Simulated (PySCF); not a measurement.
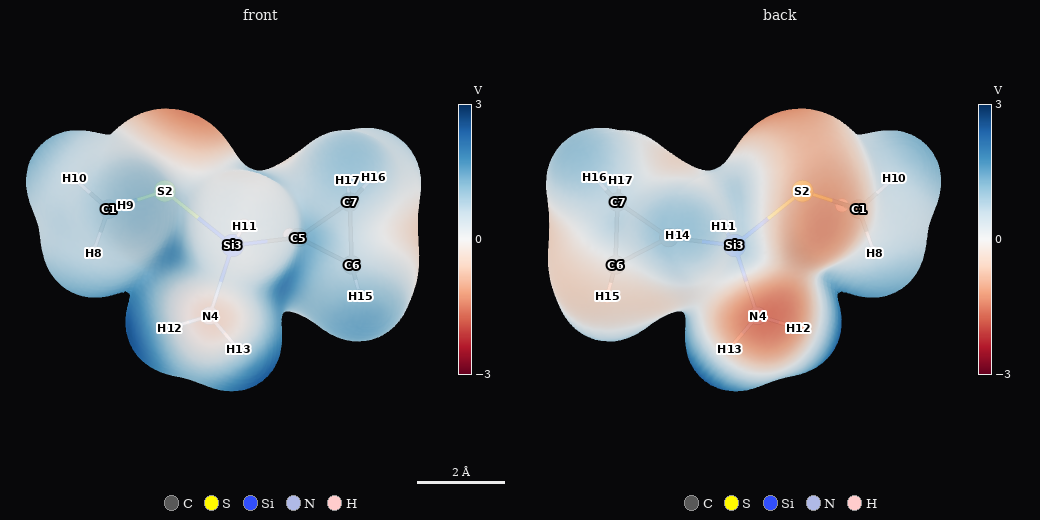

C4H10NSSi (doublet). The molecular electrostatic potential painted on the density surface at 0.004 e/bohr³, seen from the front and from behind; the colour scale runs from red (negative) to blue (positive).

Geometry: GFN2-xTB.

These are results of UKS B3LYP, pcH-1 on C H N S Si, non-relativistic, mean-field spin-orbit, GIAO (PySCF), not measurements.

```yaml
atoms:
  - { symbol: C, position_ang: [2.9945, 0.5018, 0.6327] }
  - { symbol: S, position_ang: [1.3662, 0.5986, 1.4352] }
  - { symbol: Si, position_ang: [0.1416, -0.0602, -0.2055] }
  - { symbol: N, position_ang: [0.6017, -1.6712, -0.5835] }
  - { symbol: C, position_ang: [-1.6574, -0.1044, 0.3372] }
  - { symbol: C, position_ang: [-2.6771, -0.3586, -0.6663] }
  - { symbol: C, position_ang: [-2.6168, 0.9909, -0.1179] }
  - { symbol: H, position_ang: [3.2718, -0.5389, 0.4970] }
  - { symbol: H, position_ang: [2.9674, 1.0169, -0.3223] }
  - { symbol: H, position_ang: [3.7035, 0.9865, 1.2952] }
  - { symbol: H, position_ang: [0.3471, 0.9173, -1.2849] }
  - { symbol: H, position_ang: [1.5664, -1.9535, -0.6284] }
  - { symbol: H, position_ang: [0.0288, -2.2413, -1.1825] }
  - { symbol: H, position_ang: [-1.8251, -0.4810, 1.3392] }
  - { symbol: H, position_ang: [-2.6001, -0.7053, -1.6752] }
  - { symbol: H, position_ang: [-3.3764, 1.3063, 0.5850] }
  - { symbol: H, position_ang: [-2.2430, 1.8081, -0.7276] }
```

> Where is the surface potential most negative and most positive?

The most negative region (about −1.6 V, or −37 kcal/mol for a unit charge) lies over N4, the most positive (about +2.4 V, or +55 kcal/mol for a unit charge) over H12 and H13. N4 is the likeliest acceptor of a hydrogen bond.
